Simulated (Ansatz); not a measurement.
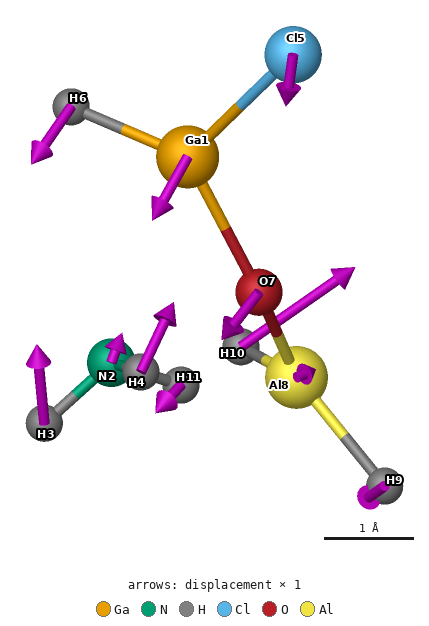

A relaxation of GaAlNH6OCl. The starting structure is drawn; purple arrows show the displacements, at their true length. The two geometries are superimposed by the best rigid fit.

Style: ball-and-stick. Shown from a free direction.

The run prepares an end point of a later path (reaction) calculation, from a guessed geometry.

These are results of Ansatz 0.2.0, RKS PBE-D4/def2-SVP, not measurements.

Input
```yaml
crystal:
  periodic: [false, false, false]
  atoms:
    - { symbol: Ga, position_ang: [-0.08098, -0.312791, -0.573632] }
    - { symbol: "N", position_ang: [0.197436, -0.133448, 2.517658] }
    - { symbol: H, position_ang: [-0.546209, -0.209679, 3.222917] }
    - { symbol: H, position_ang: [1.050724, 0.181906, 2.994823] }
    - { symbol: Cl, position_ang: [1.834156, 0.536486, -1.137927] }
    - { symbol: H, position_ang: [-1.426823, 0.388724, -0.927571] }
    - { symbol: O, position_ang: [0.069946, -1.960869, 0.125249] }
    - { symbol: Al, position_ang: [-0.554862, -3.560365, 0.048887] }
    - { symbol: H, position_ang: [0.261686, -4.679425, 0.852046] }
    - { symbol: H, position_ang: [-1.907485, -3.846454, -0.774855] }
    - { symbol: H, position_ang: [0.377511, -1.088684, 2.138606] }
basis:
  gaussian: { orbitals: def2-SVP }
hamiltonian:
  xc: pbe
  dispersion: d4
relax:
  f_tol: 0.03
  max_steps: 50
```

Command:
```bash
ansatz run input.yaml --threads 4 --pin off --max-ram 5120MiB --backend cpu --events-out ev --progress --plain --runs-dir out
```

> What happened in the run?

Over 20 accepted moves (21 points after the start) the energy falls by 21.1 kcal/mol. Largest force component: 0.75 eV/Å at the start, 0.023 eV/Å at the end. The line search rejected the trial step at point 12 of the run. The forces were under the threshold at step 14, but the run went on from there. The atom that moves furthest after the best rigid fit is H10 (1.59 Å). Largest moves by element: H 1.59 Å, Ga 0.85 Å, O 0.74 Å, Cl 0.63 Å, N 0.36 Å, Al 0.31 Å. Among the contacts that change: Ga1–N2 3.109 → 2.118 Å, Ga1–Cl5 2.170 → 2.214 Å, Ga1–O7 1.796 → 1.824 Å, N2–H11 1.043 → 1.031 Å. New bonds form, among them: Ga1–N2 (3.11 → 2.12 Å). Among the angles between lasting bonds that change: H6–Ga1–O7 125.0° → 121.5°, Cl5–Ga1–H6 121.8° → 119.0°. Groups turn about Ga1–O7 by about 60°.

Limits of the set-up: the start holds two separate molecules, 2.2 Å apart at their closest, whose relative position is a soft coordinate.
